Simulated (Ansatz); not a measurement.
# BSiH2Cl (SMILES B[Si]Cl): levels of theory compared

Wanted: a comparison of 6 runs (UHF/STO-3G, U-revPBE/STO-3G, UPBE/STO-3G, UMP2/STO-3G, UCCSDT(Q)/STO-3G, UCCSD/STO-3G) of BSiH2Cl. 

The calculation is run with Ansatz 0.2.0.

72 further runs of the same task are left out: 4 that didn't finish, 68 set aside as unsound or not needed.

## (1) Starting point

BSiH2Cl: 5 atoms, total charge 0, spin state triplet. As SMILES, `B[Si]Cl`. The Si2–B1 distance was set to 2.357 Å, away from the relaxed value.

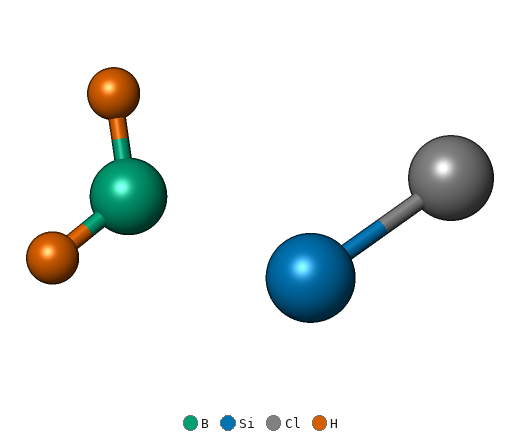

The structure, seen from a chosen angle (boron teal, silicon blue, chlorine grey, hydrogen orange).

## (2) A single-point energy at UHF/STO-3G (run 1)

File input.yaml:

```yaml
crystal:
  periodic: [false, false, false]
  atoms:
    - {symbol: B, position_ang: [-0.926251, 0.730404, -0.467512]}
    - {symbol: Si, position_ang: [0.334580, -1.081930, 0.357550]}
    - {symbol: Cl, position_ang: [2.311390, -0.930270, 0.961480]}
    - {symbol: H, position_ang: [-0.436631, 1.793654, -0.552432]}
    - {symbol: H, position_ang: [-2.039541, 0.575474, -0.794092]}
basis:
  gaussian: {orbitals: STO-3G}
magnetization: {spin_polarized: true, initial_magnetization: 2}
hamiltonian: {xc: hf}
accuracy: high
```

Run with:

```
$ ansatz run input.yaml --threads 1 --pin off --max-ram 2610MiB --events-out events.jsonl --progress --plain --runs-dir runs
```

Standard output:

```text
Warning: RAYON_NUM_THREADS=1 ignored (pool sized by the plan → 1); use --threads N
Functional definition: HF
  name "HF"
  exchange = exact_x
  correlation = 0
439 factors; integrals over basis functions are off by at most 1.3e-8 eV
mean field evaluation 1: about -20831.6265 eV, gradient 1.0e1 eV
mean field evaluation 2: about -20831.6639 eV, gradient 1.0e1 eV
mean field evaluation 4: about -20833.3257 eV, gradient 2.1e0 eV
mean field evaluation 8: about -20833.6858 eV, gradient 1.9e-1 eV
mean field evaluation 16: about -20818.2207 eV, gradient 1.8e1 eV
mean field evaluation 32: about -20831.6275 eV, gradient 1.0e1 eV
mean field -20833.68653306 eV, -765.6238585100 hartree, gradient 6.4e-8 eV, S^2 2.027058; 0 other end points of the search recorded, 0 dependent functions left out
reference -20833.68653306 eV, -765.6238585100 hartree; 20, 18 occupied and 5, 7 virtual orbitals, 439 factors
Total energy: -20833.68653306 eV, -765.6238585100 hartree
```

Wall time 0.26 s (1 thread of Arm Neoverse V1, shared host).

## (3) A single-point energy at U-revPBE/STO-3G (run 2)

File molecule.yaml:

```yaml
crystal:
  periodic: [false, false, false]
  atoms:
    - symbol: B
      position_ang: [-0.926251, 0.730404, -0.467512]
    - symbol: Si
      position_ang: [0.334580, -1.081930, 0.357550]
    - symbol: Cl
      position_ang: [2.311390, -0.930270, 0.961480]
    - symbol: H
      position_ang: [-0.436631, 1.793654, -0.552432]
    - symbol: H
      position_ang: [-2.039541, 0.575474, -0.794092]
basis:
  gaussian: {orbitals: STO-3G}
magnetization: {spin_polarized: true, initial_magnetization: 2}
hamiltonian: {xc: {name: revPBE}}
accuracy: high
```

Run with:

```
$ ansatz run molecule.yaml --threads 1 --pin off --max-ram 2610MiB --events-out events.jsonl --progress --plain --runs-dir runs
```

Standard output:

```text
Warning: RAYON_NUM_THREADS=1 ignored (pool sized by the plan → 1); use --threads N
Functional definition: revPBE
  name "revPBE"
  parameter kappa = 1.245
  parameter beta = 0.06672455060314922
  exchange = pbe_x(kappa = kappa, mu = beta*pi^2/3)
  correlation = pbe_c(beta = beta)
439 factors; integrals over basis functions are off by at most 1.3e-8 eV
mean field evaluation 1: about -20861.4397 eV, gradient 1.9e1 eV
mean field evaluation 2: about -20826.5892 eV, gradient 4.4e1 eV
mean field evaluation 4: about -20865.1665 eV, gradient 7.2e0 eV
mean field evaluation 8: about -20865.7312 eV, gradient 5.7e-2 eV
mean field evaluation 16: about -20865.6787 eV, gradient 1.5e-5 eV
mean field -20865.67873889 eV, -766.7995503892 hartree, gradient 9.1e-8 eV, S^2 2.005745; 0 other end points of the search recorded, 0 dependent functions left out
reference -20865.67874142 eV, -766.7995504823 hartree; 20, 18 occupied and 5, 7 virtual orbitals, 439 factors
Total energy: -20865.67874142 eV, -766.7995504823 hartree
```

It took 2.3 s on 1 thread of Arm Neoverse V1, shared host; peak memory 0.14 GiB.

Runs 3 to 5 aren't shown in full; the table further down has their settings and results.

## (4) A single-point energy at UCCSD/STO-3G (run 6)

File job.yaml:

```yaml
basis:
  gaussian:
    orbitals: STO-3G
crystal:
  periodic: [false, false, false]
  atoms:
    - symbol: B
      position_ang: [-0.926251, 0.730404, -0.467512]
    - symbol: Si
      position_ang: [0.334580, -1.081930, 0.357550]
    - symbol: Cl
      position_ang: [2.311390, -0.930270, 0.961480]
    - symbol: H
      position_ang: [-0.436631, 1.793654, -0.552432]
    - symbol: H
      position_ang: [-2.039541, 0.575474, -0.794092]
scf:
  omitted_lower_state_checks: [cluster_reference, increment]
magnetization:
  spin_polarized: true
  initial_magnetization: 2
accuracy: high
correlation:
  method: ccsd
  frozen_orbitals: {B: 1, Cl: 5, H: 0, Si: 5}
```

Run with:

```
$ ansatz run job.yaml --threads 1 --pin off --max-ram 2610MiB --events-out events.jsonl --progress --plain --runs-dir runs
```

Standard output, shortened:

```text
Warning: RAYON_NUM_THREADS=1 ignored (pool sized by the plan → 1); use --threads N
[... 2 set-up lines as earlier in the session ...]
[...]
439 factors; integrals over basis functions are off by at most 1.3e-8 eV
[...]
mean field -20833.68653306 eV, -765.6238585100 hartree, gradient 6.4e-8 eV, S^2 2.027058; 3 other end points of the search recorded, 0 dependent functions left out
11 core orbitals not correlated: weight in the atoms' cores, before any rotation towards them, 1.000 or more for the frozen orbitals, at most 0.000 for the correlated occupied ones
reference -20833.68653306 eV, -765.6238585100 hartree; 9, 7 occupied and 5, 7 virtual orbitals, 439 factors
second order -1.51822410 eV of doubles, -0.00000000 eV of singles
cycle   1  -1.92898951 eV  change   -4.1e-1 eV  update   8.0e-2
[...]
cycle  27  -2.32324554 eV  change  -1.6e-10 eV  update  9.4e-10
Total energy: -20836.00977860 eV, -765.7092362090 hartree
Checks for a lower state left out: cluster_reference, increment
```

Wall time 0.48 s (1 thread of Arm Neoverse V1, shared host).

## (5) All runs side by side

```csv
run,level,frozen core orbitals,energy (Eh),⟨S²⟩,wall time
1,UHF/STO-3G,–,-765.623859,2.027,0.26 s
2,U-revPBE/STO-3G,–,-766.799550,2.006,2.3 s
3,UPBE/STO-3G,–,-766.538691,2.005,2.4 s
4,UMP2/STO-3G,11,-765.679652,2.027,0.32 s
5,UCCSDT(Q)/STO-3G,11,-765.713381,2.027,2.1 s
6,UCCSD/STO-3G,11,-765.709236,2.027,0.48 s
```

## (6) What came out

```
                                           quantity          value
                                run 6: total energy  -765.70924 Eh
run 6: correlation energy (11 core orbitals frozen)      -85.4 mEh
           run 6: ⟨S²⟩ of the reference determinant          2.027
                               run 6: T1 diagnostic          0.037
```

In words: Below the UHF energy at the same shape and in the same basis (STO-3G): UMP2 -55.8 mEh; UCCSDT(Q) -89.5 mEh; UCCSD -85.4 mEh. Totals of different functionals can't be ranked against each other. In runs 1, 2, 3, 4, 5, 6 the basis is minimal, so the values are rough. All runs together took 7.8 s, the longest 2.4 s.
